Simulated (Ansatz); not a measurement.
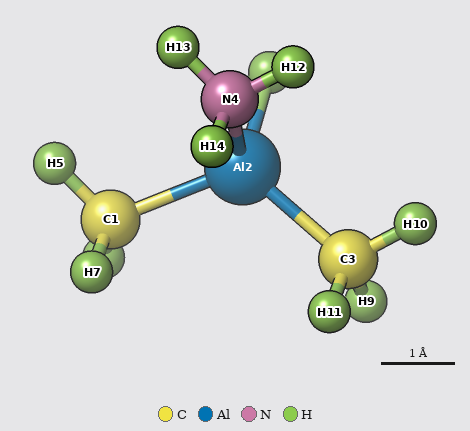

Fig. 1: The structure as given in the input (ball-and-stick view, seen at a tilt; atoms are numbered from 1 in the order of the input). Sticks mark near contacts.

## What a change does: single-point calculation on C2H10AlN

System: C2H10AlN, SMILES [CH3][AlH-]([CH3])[NH3+].
Method of run A: RKS SPW92 (LDA)/def2-TZVPP (Ansatz 0.2.0).

The geometry comes from this level: PBE0-D4/def2-TZVP. Text and figures count atoms from 1; the logs count them from 0 in places.

## Input file, run A
```yaml
crystal:
  periodic: [false, false, false]
  atoms:
    - {symbol: C, position_ang: [-0.930458, 1.052034, -1.294199]}
    - {symbol: Al, position_ang: [-0.487363, 0.155828, 0.411721]}
    - {symbol: C, position_ang: [1.171895, 0.702987, 1.337517]}
    - {symbol: N, position_ang: [0.055794, -1.722420, -0.271673]}
    - {symbol: H, position_ang: [-1.740387, 0.556718, -1.841697]}
    - {symbol: H, position_ang: [-1.265644, 2.080000, -1.116922]}
    - {symbol: H, position_ang: [-0.071171, 1.122501, -1.971651]}
    - {symbol: H, position_ang: [-1.723435, -0.307002, 1.337815]}
    - {symbol: H, position_ang: [1.055482, 1.694632, 1.788725]}
    - {symbol: H, position_ang: [1.451137, 0.026889, 2.153601]}
    - {symbol: H, position_ang: [2.031586, 0.773391, 0.660583]}
    - {symbol: H, position_ang: [0.306133, -2.325845, 0.504759]}
    - {symbol: H, position_ang: [-0.715533, -2.158492, -0.766178]}
    - {symbol: H, position_ang: [0.848764, -1.680421, -0.903602]}
basis:
  gaussian: {orbitals: def2-TZVPP}
hamiltonian: {xc: lda}
output: {orbitals: {seedname: orbitals}}
```

Command:
```bash
ansatz run in.yaml --threads 4 --pin off --events-out ev --progress --plain --max-ram 10444MiB
```

Hardware: 4 threads of Arm Neoverse V2, 23 GiB of memory available, shared host.

## Output (run A)
```
Functional definition: SPW92
  exchange = slater_x
  correlation = pw_c
1374 factors; their error is unknown
mean field evaluation 1: about -10237.4194 eV, gradient 1.1e2 eV
mean field evaluation 2: about -10189.8413 eV, gradient 1.6e2 eV
mean field evaluation 4: about -10263.7641 eV, gradient 1.0e1 eV
mean field evaluation 8: about -10264.0151 eV, gradient 1.5e-1 eV
mean field evaluation 16: about -10263.9941 eV, gradient 1.5e-4 eV
mean field -10263.99410783 eV, -377.1948262778 hartree, gradient 3.6e-5 eV, S^2 0.000000; 0 other end points of the search recorded, 0 dependent functions left out
reference -10263.99415551 eV, -377.1948280298 hartree; 21, 21 occupied and 254, 254 virtual orbitals, 1374 factors
Total energy: -10263.99415551 eV, -377.1948280298 hartree
```

For run B the input was changed thus:
```diff
-hamiltonian: {xc: lda}
+hamiltonian: {xc: {name: LC-wPBE}}
```

How does run B compare with run A?

The total energies belong to different methods, so their difference says nothing on which is more stable or more accurate. The HOMO goes from −5.76 to −9.68 eV. The LUMO goes from −1.03 to 1.96 eV.

## Output (run B)
```
Functional definition: LC-wPBE
  parameter omega = 0.4/bohr
  exchange = pbe_x_sr(omega) + exact_x_lr(omega)
  correlation = pbe_c
1374 factors; their error is unknown
495 factors; integrals over basis functions are off by at most 2.6e-5 eV
mean field evaluation 1: about -10315.0985 eV, gradient 6.2e1 eV
mean field evaluation 2: about -10318.7571 eV, gradient 4.5e1 eV
mean field evaluation 4: about -10322.9092 eV, gradient 1.9e0 eV
mean field evaluation 8: about -10322.9200 eV, gradient 5.7e-2 eV
mean field evaluation 16: about -10322.8974 eV, gradient 2.4e-5 eV
mean field -10322.89742391 eV, -379.3594832177 hartree, gradient 2.4e-5 eV, S^2 0.000000; 0 other end points of the search recorded, 0 dependent functions left out
reference -10322.89742392 eV, -379.3594832180 hartree; 21, 21 occupied and 254, 254 virtual orbitals, 1374 factors
Total energy: -10322.89742392 eV, -379.3594832180 hartree
```

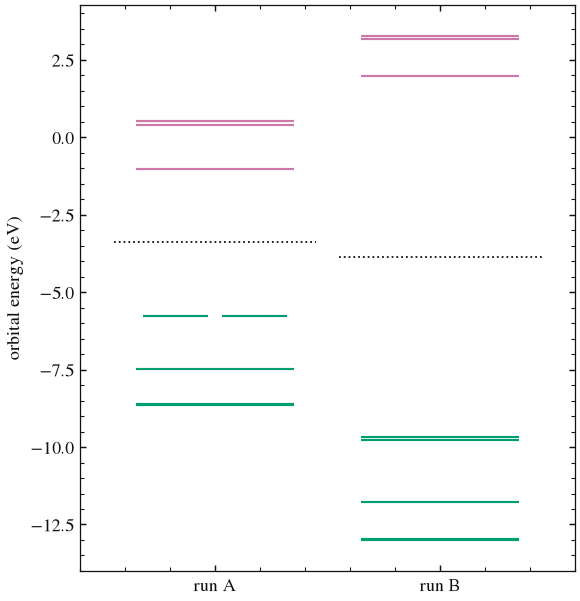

Fig. 2: The five highest filled and three lowest empty orbital energies of the two runs; the dotted lines part filled from empty levels. The HOMO–LUMO gap is 4.73 eV in run A and 11.64 eV in run B.

## The two runs side by side

```csv
quantity,run A,run B
outcome,converged,converged
total energy (hartree),−377.194828,−379.359483
HOMO (eV),−5.76,−9.68
LUMO (eV),−1.03,1.96
basis functions,275,275
wall time (shared host),1.1 s,2.2 s
```
